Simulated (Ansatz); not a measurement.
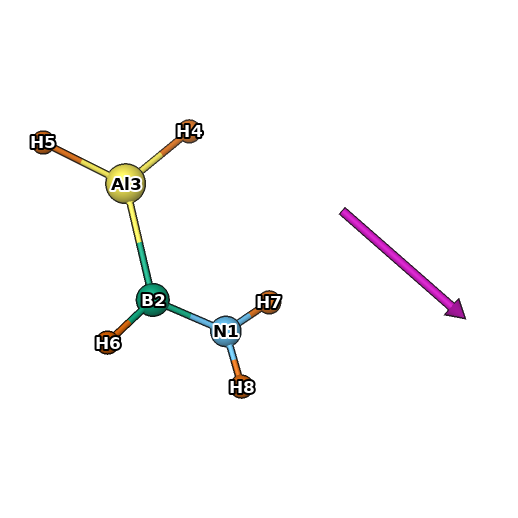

The arrow beside the molecule shows the direction of the dipole moment, from the negative to the positive end (its length means nothing). The geometry was computed by an optimisation with PBE-D4/def2-SVP. No frequency run is at hand to confirm it as a minimum. Level of theory: RKS PBE-D4/def2-SVP (Ansatz 0.2.0).

**Estimate the dipole moment.**

2.99 D; it points from the side of H5 to the side of H8 (the outermost atoms at the two ends).
